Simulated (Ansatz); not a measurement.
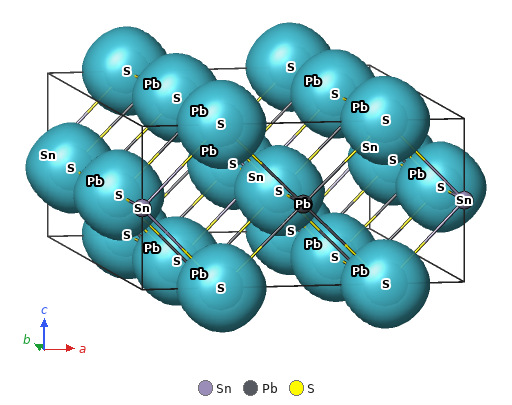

SnPb3S4. Isosurface of the ELF at 0.75 (cyan), seen slightly off an axis. Core shells and regions of very low density are left out. Sticks mark near contacts.

Space group Cmmm; a structure generated by program, which may or may not match a known phase.

Method: DFT PBE, scalar-relativistic, plane waves, PAW (Ansatz 0.2.0).

Core electrons are frozen (PAW), and the valence fields are smoothed inside the atomic spheres.

Q: Describe the localisation domains.

A: At this value the surface marks out eight regions wrapped around S (the valence shell of each), counted in one cell of 16 atoms. Any copies at cell faces, edges or corners count once. Along the contacts the grid gives the following. Sn–S (2.95 Å): the ELF peaks at about 0.85 in the valence shell of S, 0.8 Å from its nucleus, and drops to about 0.30 between the two atoms. Pb–S (2.99 Å): the ELF peaks at about 0.85 in the valence shell of S, 0.8 Å from its nucleus, and drops to about 0.20 between the two atoms.
